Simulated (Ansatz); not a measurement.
## Work function of Ag(110): what the settings cost and change

Aim: the numerical settings behind the work function of Ag(110), with the cost of each.

Main program and level: Ansatz 0.2.0; plane-wave DFT, PBE, Ansatz PAW.

**What experiment says.**

For Ag (clean (110) face, a compiled value), “Anisotropic work function of elemental crystals” (2019, arxiv:1902.07811) quotes earlier work: work function (clean (110) face, a compiled value) 4.1 eV.

This is a report of a sequence of runs, with most program output left out.

## Step 1: The structure

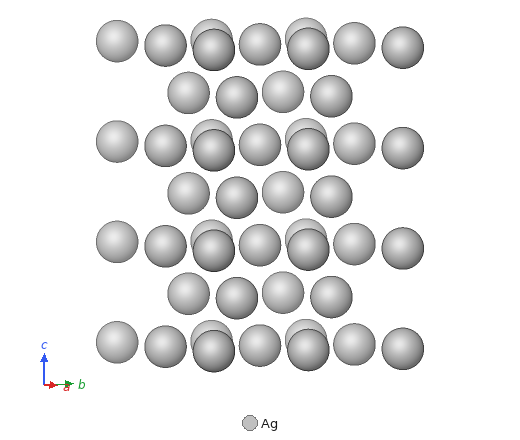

The cell as given, from the side, with the c axis up (silver light grey). 2×2×1 cells are drawn. Some periodic images of atoms are drawn too.

The cell holds 7 atoms: 7 Ag. Its edges and angles: a = 4.090 Å, b = 2.892 Å, c = 26.676 Å, α = 90.0°, β = 90.0°, γ = 90.0°. Vacuum lies along c.

## Step 2: Slab, setting cutoff 200 eV

A work function rests on the faint tail of the density, so the SCF threshold is tight. The cutoff is raised first; then mesh and smearing are varied at the default cutoff.

Input file input.yaml:

```yaml
crystal:
  lattice:
    - [4.09, 0.0, 0.0]
    - [0.0, 2.8920667351, 0.0]
    - [0.0, 0.0, 26.6762002052]
  atoms:
    - { symbol: Ag, position: [0.0, 0.0, 0.3373793843] }
    - { symbol: Ag, position: [0.5, 0.5, 0.3915862562] }
    - { symbol: Ag, position: [0.0, 0.0, 0.4457931281] }
    - { symbol: Ag, position: [0.5, 0.5, 0.5] }
    - { symbol: Ag, position: [0.0, 0.0, 0.5542068719] }
    - { symbol: Ag, position: [0.5, 0.5, 0.6084137438] }
    - { symbol: Ag, position: [0.0, 0.0, 0.6626206157] }
kpoints:
  mp_grid: { grid: [10, 14, 1] }
hamiltonian:
  xc: pbe
scf:
  occupations: { method: fermi_dirac, width: 0.1 }
  convergence: { dr2_threshold: 1.0e-09 }
efield:
  axis: 3
  dipole_correction: true
  ramp_position: 0.97
  ramp_width: 0.06
basis:
  ecutwfc: "200 eV"
output:
  write_potential: true
  write_density: true
  volumetric_format: npy
  elf: true
```

The run is started by

```sh
$ ansatz run input.yaml --threads 2 --pin off --max-ram 3072MiB --backend cpu --events-out ev --progress --plain --runs-dir out
```

Run time: 78 s. Hardware: 2 threads of Arm Neoverse N1, shared host; peak memory 0.62 GiB; 2.2 min of CPU time.

Numbers from this step:

- energy at zero smearing: -53058.7847 eV
- work function, upper face: 4.574 eV

Running mean over 1.446 Å of the planar mean; the ramp of the sawtooth is left out. The electron's electrostatic potential energy less the Fermi level by z:

```
z (Å)  electron's electrostatic potential energy less the Fermi level (eV)
    4                                                                 4.47
    6                                                                 4.29
    8                                                                0.723
   10                                                                -6.16
   12                                                                -6.28
   14                                                                -6.28
   16                                                                -6.26
   18                                                                -3.73
   20                                                                 4.11
   22                                                                 4.43
```

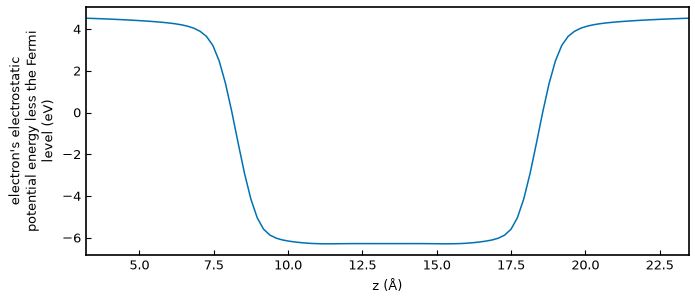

Electron's electrostatic potential energy less the Fermi level against z.

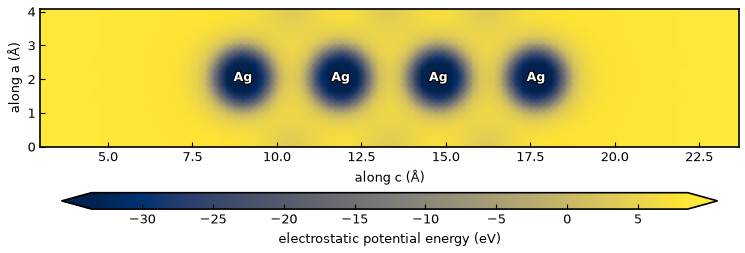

Electrostatic potential energy in the ca plane at fractional y = 0.000, with atoms of Ag within 0.2 Å of it. With pseudopotentials it is smooth inside the atoms' cores, unlike the true potential. The map starts off the cell's origin, so that atoms lie inside it. The far vacuum is left out of the map.

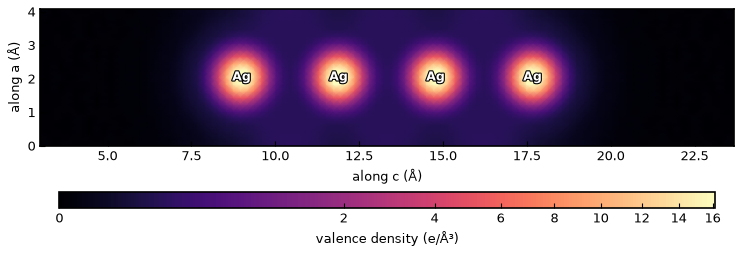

Valence density in the ca plane at fractional y = 0.000, with atoms of Ag within 0.2 Å of it. It is the smooth field of the valence electrons, not physical close to the nuclei. The map starts off the cell's origin, so that atoms lie inside it. The colour scale is stretched toward low values. The far vacuum is left out of the map.

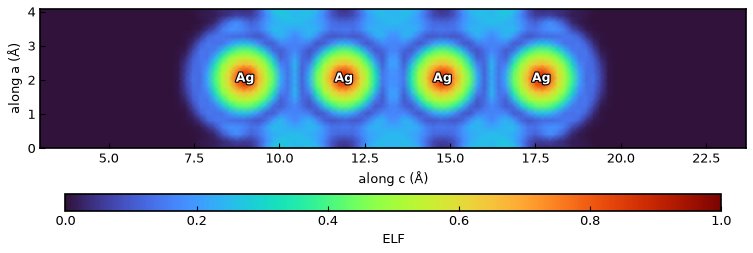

ELF in the ca plane at fractional y = 0.000, with atoms of Ag within 0.2 Å of it. It is the smooth field of the valence electrons, not physical close to the nuclei. The map starts off the cell's origin, so that atoms lie inside it. The far vacuum is left out of the map.

The work function is 4.574 eV. The program marks this work function as in doubt.

## Step 3: Run

Changes to input.yaml since step 2:

```diff
@@ -26,3 +26,3 @@
 basis:
-  ecutwfc: "200 eV"
+  ecutwfc: "300 eV"
 output:
@@ -31,2 +31 @@
   volumetric_format: npy
-  elf: true
```

It took 1.9 min on 2 threads; peak memory 0.92 GiB.

The work function is 4.121 eV, -0.453 eV from the run “cutoff 200 eV”, at 1.5 times its CPU time.

## Step 4: Slab

Changes to input.yaml since step 3:

```diff
@@ -26,3 +26,3 @@
 basis:
-  ecutwfc: "300 eV"
+  ecutwfc: "420 eV"
 output:
```

Elapsed: 2.8 min, on 2 threads; peak memory 1.4 GiB; 5 min of CPU time.

The work function is 4.120 eV, -0.454 eV from the run “cutoff 200 eV”, at 2.2 times its CPU time.

## Step 5: Run

Changes to input.yaml since step 4:

```diff
@@ -26,3 +26,3 @@
 basis:
-  ecutwfc: "420 eV"
+  ecutwfc: "600 eV"
 output:
```

Run time: 4.8 min. Hardware: 2 threads; peak memory 2.1 GiB.

The work function is 4.120 eV, -0.000 eV from the run “cutoff 420 eV”, at 1.7 times its CPU time.

## Step 6: Run

Changes to input.yaml since step 5:

```diff
@@ -14,3 +14,3 @@
 kpoints:
-  mp_grid: { grid: [10, 14, 1] }
+  mp_grid: { grid: [2, 2, 1] }
 hamiltonian:
@@ -25,4 +25,2 @@
   ramp_width: 0.06
-basis:
-  ecutwfc: "600 eV"
 output:
```

Run time: 11 s. Hardware: 2 threads; peak memory 0.56 GiB; 16 s of CPU time.

The work function is 3.863 eV, -0.257 eV from the run “cutoff 420 eV”, at 0.054 times its CPU time.

## Step 7: Slab

Changes to input.yaml since step 6:

```diff
@@ -14,3 +14,3 @@
 kpoints:
-  mp_grid: { grid: [2, 2, 1] }
+  mp_grid: { grid: [3, 5, 1] }
 hamiltonian:
```

Run time: 24 s. Hardware: 2 threads; peak memory 0.58 GiB; 38 s of CPU time.

The work function is 4.167 eV, +0.047 eV from the run “cutoff 420 eV”, at 0.13 times its CPU time.

## Step 8: Run

Changes to input.yaml since step 7:

```diff
@@ -14,3 +14,3 @@
 kpoints:
-  mp_grid: { grid: [3, 5, 1] }
+  mp_grid: { grid: [7, 9, 1] }
 hamiltonian:
```

Run time: 72 s. Hardware: 2 threads; peak memory 0.84 GiB.

The work function is 4.118 eV, -0.002 eV from the run “cutoff 420 eV”, at 0.42 times its CPU time.

## Step 9: Slab

Changes to input.yaml since step 8:

```diff
@@ -14,3 +14,3 @@
 kpoints:
-  mp_grid: { grid: [7, 9, 1] }
+  mp_grid: { grid: [15, 21, 1] }
 hamiltonian:
```

The job ended after 5.2 min (2 threads; peak memory 2.1 GiB).

The work function is 4.126 eV, +0.006 eV from the run “cutoff 420 eV”, at 1.9 times its CPU time.

## Step 10: Slab

Changes to input.yaml since step 9:

```diff
@@ -14,3 +14,3 @@
 kpoints:
-  mp_grid: { grid: [15, 21, 1] }
+  mp_grid: { grid: [10, 14, 1] }
 hamiltonian:
@@ -18,3 +18,3 @@
 scf:
-  occupations: { method: fermi_dirac, width: 0.1 }
+  occupations: { method: gaussian, width: 0.05 }
   convergence: { dr2_threshold: 1.0e-09 }
```

It took 2.7 min on 2 threads; peak memory 1.4 GiB.

The work function is 4.141 eV, +0.021 eV from the run “cutoff 420 eV”, at 0.98 times its CPU time.

## Step 11: Slab

Changes to input.yaml since step 10:

```diff
@@ -18,3 +18,3 @@
 scf:
-  occupations: { method: gaussian, width: 0.05 }
+  occupations: { method: methfessel_paxton, width: 0.2 }
   convergence: { dr2_threshold: 1.0e-09 }
```

It took 2.7 min on 2 threads; peak memory 1.4 GiB; 5.1 min of CPU time.

The work function is 4.123 eV, +0.003 eV from the run “cutoff 420 eV”, at 1.0 times its CPU time.

## Step 12: Run

Changes to input.yaml since step 11:

```diff
@@ -18,3 +18,3 @@
 scf:
-  occupations: { method: methfessel_paxton, width: 0.2 }
+  occupations: { method: fermi_dirac, width: 0.3 }
   convergence: { dr2_threshold: 1.0e-09 }
```

Run time: 3.2 min. Hardware: 2 threads; peak memory 1.5 GiB; 5.9 min of CPU time.

The work function is 4.192 eV, +0.072 eV from the run “cutoff 420 eV”, at 1.2 times its CPU time.

## Step 13: Run

Changes to input.yaml since step 12:

```diff
@@ -18,3 +18,3 @@
 scf:
-  occupations: { method: fermi_dirac, width: 0.3 }
+  occupations: { method: cold, width: 0.1 }
   convergence: { dr2_threshold: 1.0e-09 }
```

Elapsed: 2.7 min, on 2 threads; peak memory 1.4 GiB; 5 min of CPU time.

The work function is 4.131 eV, +0.011 eV from the run “cutoff 420 eV”, at 1.0 times its CPU time.

## Step 14: The series together

Times are for 2 threads of Arm Neoverse N1, shared host. The runs compared:

| no. | setting | work function, upper face (eV) | time | memory (GiB) |
| --- | --- | --- | --- | --- |
| 1 | cutoff 200 eV | 4.574 | 78 s | 0.62 |
| 2 | cutoff 300 eV | 4.121 | 1.9 min | 0.92 |
| 3 | cutoff 420 eV | 4.120 | 2.8 min | 1.4 |
| 4 | cutoff 600 eV | 4.120 | 4.8 min | 2.1 |
| 5 | mesh 2x2 | 3.863 | 11 s | 0.56 |
| 6 | mesh 3x5 | 4.167 | 24 s | 0.58 |
| 7 | mesh 7x9 | 4.118 | 72 s | 0.84 |
| 8 | mesh 15x21 | 4.126 | 5.2 min | 2.1 |
| 9 | Gaussian smearing 0.05 eV | 4.141 | 2.7 min | 1.4 |
| 10 | methfessel_paxton smearing 0.2 eV | 4.123 | 2.7 min | 1.4 |
| 11 | fermi_dirac smearing 0.3 eV | 4.192 | 3.2 min | 1.5 |
| 12 | cold smearing 0.1 eV | 4.131 | 2.7 min | 1.4 |

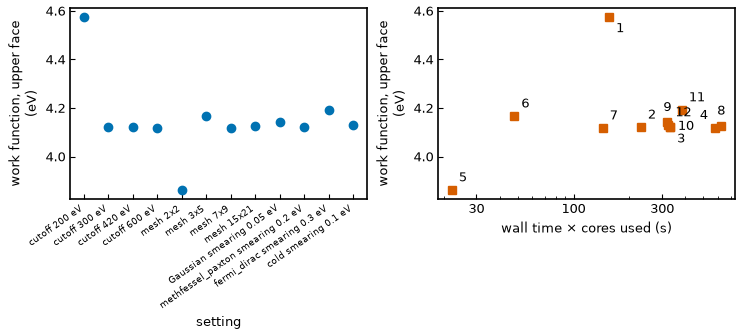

The series as plots; the last panel sets the first result against cost, with the runs numbered as in the table.

## Step 15: A changed input

An input spoilt on purpose, to show how the run answers: it repeats the earlier run “cutoff 200 eV” with efield.axis from 3 to 0, and scf.max_iter set to 50; its output block differs too.

Changes to input.yaml since step 13:

```diff
@@ -18,6 +18,7 @@
 scf:
-  occupations: { method: cold, width: 0.1 }
+  occupations: { method: fermi_dirac, width: 0.1 }
   convergence: { dr2_threshold: 1.0e-09 }
+  max_iter: 50
 efield:
-  axis: 3
+  axis: 0
   dipole_correction: true
@@ -25,2 +26,4 @@
   ramp_width: 0.06
+basis:
+  ecutwfc: "200 eV"
 output:
```

Elapsed: 0.03 s, on 2 threads; peak memory 0.06 GiB.

The program refused the input before any cycle.

The program's message: “Error: invalid value for `efield.axis`: must be in [1, 3]; got 0”

The fault put into the input: an axis of 0, outside the range 1 to 3.

## Step 16: Results

```json
{
  "work function, cutoff 200 eV": "4.574 eV",
  "work function, cutoff 420 eV": "4.120 eV",
  "work function, cutoff 600 eV": "4.120 eV",
  "work function, mesh 2x2": "3.863 eV"
}
```

What this shows: The run at the highest cutoff gives 4.12 eV, and the settings tried spread the value from 3.86 to 4.57 eV. Against 600 eV, a cutoff of 200 eV is off by +0.455 eV. Against 600 eV, a cutoff of 420 eV is off by +0.000 eV. Against the finest mesh, 15 points along a, the coarser ones are off by -0.26 (2), +0.04 (3) and -0.01 (7) eV. The smearing schemes and widths spread it over 0.07 eV. The program marks the value as in doubt in “cutoff 200 eV”. The ladder's slabs use the tabulated experimental lattice constant (two decimals; a low-temperature value for the alkali metals). In 1 run of the series (cutoff 200 eV) the program warns that electrons reach the sawtooth's ramp, which makes dipole and work function less sure.

Calculation against experiment:

```
                                               quantity  measured    cutoff 600 eV
work function (clean (110) face, a compiled value) (eV)       4.1  4.12 (+0.02 eV)
```

Measured values from arxiv:1902.07811 (2019).

How well it matches: The work function is off by +0.02 eV: good agreement. The grades are ours: good and fair within 3 and 7 % for the work function. No cell relaxation is part of this session.

[Logs are printed without paths, hosts, clocks, repeated set-up lines and the standing remarks that a program may print on its own settings, such as how far it seeks lower states.]

[Hosts, paths, dates, database ids (printed as entryN), source tags and the programs' standing remarks are cut or masked in the printed files.]

[Maps of the electrostatic potential energy from Ansatz leave out the sawtooth potential of an applied field or a dipole correction, so their vacuum need not be flat; planar profiles and work functions include it.]
